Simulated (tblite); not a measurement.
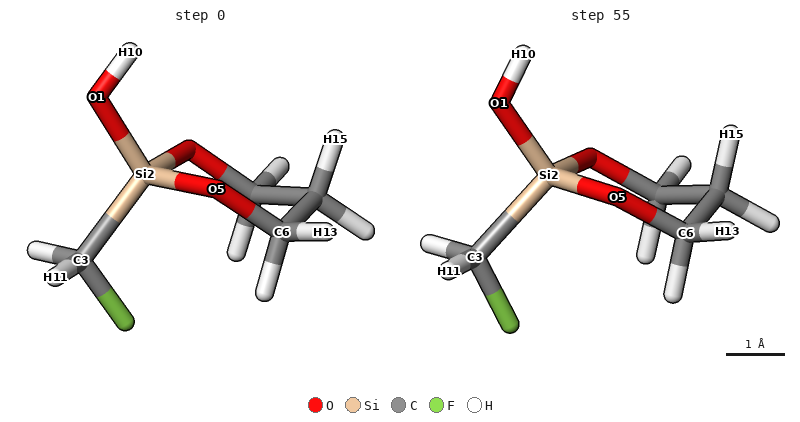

The structure of C4H9FO3Si before (left) and after (right) a relaxation, at one scale.

The picture is a stick view, seen at a tilt.

All numbers below come from GFN2-xTB geometry optimisation, gas phase (tblite). 

What changed between the two?

Answer. Over 55 geometry steps the energy falls by 23.4 kJ/mol. The F atom moves most after the best rigid fit: 0.27 Å. By element the largest moves are F 0.27 Å, H 0.17 Å, O 0.15 Å, C 0.13 Å, Si 0.08 Å. Among the contacts that change: O–Si 1.676 → 1.611 Å, C–Si 1.869 → 1.915 Å, O–Si 1.678 → 1.633 Å, H–O 0.976 → 0.955 Å. Bond angles that change, for instance: O–Si–C 112.2° → 103.6°, Si–O–H 112.7° → 120.6°, O–Si–O 106.6° → 111.4°.
